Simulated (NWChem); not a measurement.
**H3NO (hydroxylamine): PBE0/SBKJC-VDZ (core potential)**

Aim: the electronic atomisation energy of H3NO (hydroxylamine) at PBE0/SBKJC-VDZ (core potential), from 4 runs. 

Program for the calculation: NWChem 7.3.0.

### Step 1. The structure to begin with

H3NO: 5 atoms, total charge 0, spin state singlet. SMILES: `NO`. Geometry: relaxed at PBE0-D4/def2-TZVP. This is one conformer, not always the lowest.

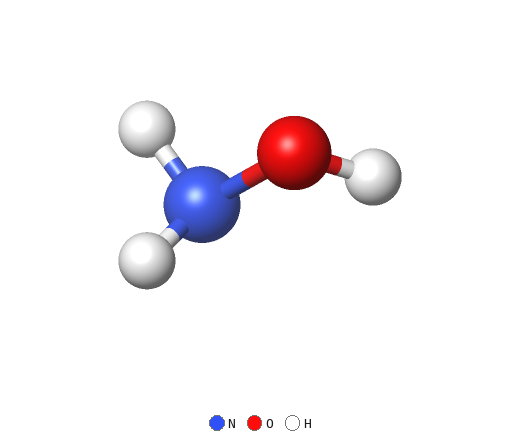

The structure, seen from a chosen angle (nitrogen blue, oxygen red, hydrogen white).

### Step 2. A single-point energy at PBE0/SBKJC-VDZ (core potential) (run 1)

geom.nw reads:

```
start geom
title "H3NO energy"
memory stack 880 mb heap 220 mb global 1100 mb
charge 0

geometry noautosym nocenter noautoz
   N    -0.165120   -0.361290   -0.321170
   O     0.364460    0.666040    0.508060
   H    -0.162690   -1.190020    0.266770
   H    -1.141650   -0.109840   -0.446210
   H     1.105010    0.995100   -0.007440
end

basis spherical bse
   * library SBKJC-VDZ
end

ecp bse
   N library SBKJC-VDZ
   O library SBKJC-VDZ
end

dft
   xc pbe0
   grid fine
   convergence energy 1e-08
   iterations 100
   mulliken
   print low
end

task dft
```

Started as:

```
nwchem geom.nw > geom.out
```

Standard output:

```text
[...]
 d= 0,ls=0.0,diis     1    -27.5101125214 -5.26D+01  3.13D-02  1.85D-01     0.3
[...]
 d= 0,ls=0.0,diis     7    -27.5394303656 -2.57D-09  1.65D-06  1.18D-10     1.2
         Total DFT energy =      -27.539430365616
      One electron energy =      -93.384017041987
           Coulomb energy =       47.854393003505
    Exchange-Corr. energy =       -7.096009739145
 Nuclear repulsion energy =       25.086203412010
[...]
      Total Density - Mulliken Population Analysis
     ---------------------------------------------
    Atom       Charge   Shell Charges
 -----------   ------   -------------------------------------------------------
    1 N    5     5.46   1.24  2.98  0.41  0.83
    2 O    6     6.46   1.40  3.55  0.46  1.04
    3 H    1     0.72   0.46  0.26
    4 H    1     0.72   0.46  0.26
    5 H    1     0.63   0.45  0.18
[...]
```

Wall time 1.9 s (1 thread of Intel Xeon 6975P-C (Granite Rapids), shared host); peak memory 0.11 GiB.

### Step 3. The H atom, same level (run 2)

job.nw reads:

```
start job
memory total 2200 mb
geometry units atomic noautosym nocenter noautoz
 H    0.00000000   0.00000000   0.00000000
end
basis spherical bse
 H library SBKJC-VDZ
end
dft
 xc pbe0
 mult 2
 grid fine
 convergence energy 1e-08
 iterations 100
 mulliken
 print low
end
task dft
```

Started as:

```
nwchem job.nw > job.out
```

Standard output:

```text
[...]
 d= 0,ls=0.0,diis     1     -0.4963976484 -4.96D-01  1.74D-03  8.96D-06     0.1
[...]
 d= 0,ls=0.0,diis     4     -0.4964017422 -1.91D-14  3.40D-12  2.90D-23     0.1
[...]
         Total DFT energy =       -0.496401742249
      One electron energy =       -0.496194567165
           Coulomb energy =        0.320702740113
    Exchange-Corr. energy =       -0.320909915197
 Nuclear repulsion energy =        0.000000000000
[...]
      Total Density - Mulliken Population Analysis
     ---------------------------------------------
    Atom       Charge   Shell Charges
 -----------   ------   -------------------------------------------------------
    1 H    1     1.00   0.31  0.69
     --------------------------------------------
      Spin Density - Mulliken Population Analysis
     --------------------------------------------
    Atom       Charge   Shell Charges
 -----------   ------   -------------------------------------------------------
    1 H    1     1.00   0.31  0.69
[...]
      <S2> =      0.7500 (Exact =     0.7500)
[...]
```

Run time: 0.75 s. Hardware: 1 thread of Intel Xeon 6975P-C (Granite Rapids), shared host; peak memory 0.1 GiB.

Run 3 isn't shown in full; the table further down has it.

### Step 4. The O atom, same level (run 4)

mol.nw reads:

```
start mol
memory stack 880 mb heap 220 mb global 1100 mb
geometry units angstroms noautosym nocenter noautoz
  O     0.000000    0.000000    0.000000
end
basis spherical bse
  * library SBKJC-VDZ
end
ecp bse
  O library SBKJC-VDZ
end
dft
  xc pbe0
  mult 3
  grid fine
  convergence energy 1e-08
  iterations 100
  mulliken
  print low
end
task dft
```

Run the same way, it converges to -15.80696 Eh (log not shown).

### Step 5. Overview of the runs

| run | level | core potential | partner | energy (Eh) | wall time |
| --- | --- | --- | --- | --- | --- |
| 1 | PBE0/SBKJC-VDZ (core potential) | SBKJC-VDZ | base | -27.539430 | 1.9 s |
| 2 | UPBE0/SBKJC-VDZ | – | atoms | -0.496402 | 0.75 s |
| 3 | UPBE0/SBKJC-VDZ (core potential) | SBKJC-VDZ | atoms | -9.741996 | 0.77 s |
| 4 | UPBE0/SBKJC-VDZ (core potential) | SBKJC-VDZ | atoms | -15.806959 | 0.75 s |

### Step 6. Summary of results

Level: PBE0/SBKJC-VDZ (core potential).

```
                     quantity         value
         O atom: total energy  -15.80696 Eh
                 O atom: ⟨S²⟩         2.001
electronic atomisation energy     13.640 eV
```

**Reading.** Taking the molecule apart into free atoms costs 13.64 eV (315 kcal/mol), before zero-point energy and without spin-orbit coupling. The basis has no polarisation functions, which makes bonds too weak. All runs together took 4.1 s, the longest 1.9 s.
